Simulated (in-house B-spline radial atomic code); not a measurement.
```
Z = 57
electrons = 54.0
configuration = [Kr] 4d10 5s2 5p6
hamiltonian = x2c
method = scan,scan
lmax = 9
rms_radius = 4.855
spin_polarised = False
box_radius = 14.14
intervals = 68
```

Command:
```bash
python run_gw.py task.json out
```

All-electron spherical atom, scalar X2C, SCAN start, no spin-orbit coupling, Breit or QED terms; computed with a B-spline radial code. The quasi-particle equation is solved at full frequency; levels of low quasi-particle weight Z are left out.

Parts of the G₀W₀ correction to each level for La³⁺:

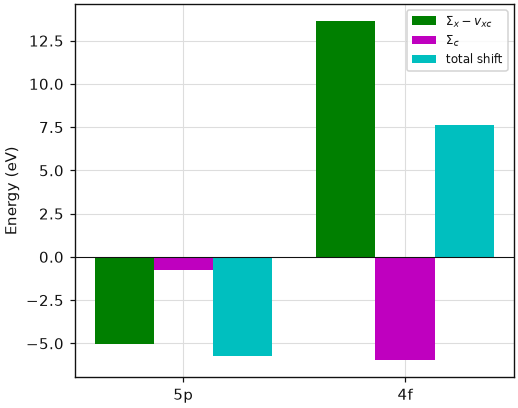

G₀W₀ moves the highest occupied level, 5p, from −45.27 to −51.01 eV (renormalisation factor Z = 0.93). The empty level 4f goes from −26.52 to −18.87 eV.

```csv
Level,Mean field (eV),Σx − vxc (eV),Σc (eV),Z,G₀W₀ (eV)
5p,−45.27,−5.01,−0.73,0.93,−51.01
4f,−26.52,13.64,−5.99,0.92,−18.87
```

Known limits: relativistic terms absent here (spin-orbit coupling, Breit, QED) can be large for so heavy or highly charged an atom or ion.
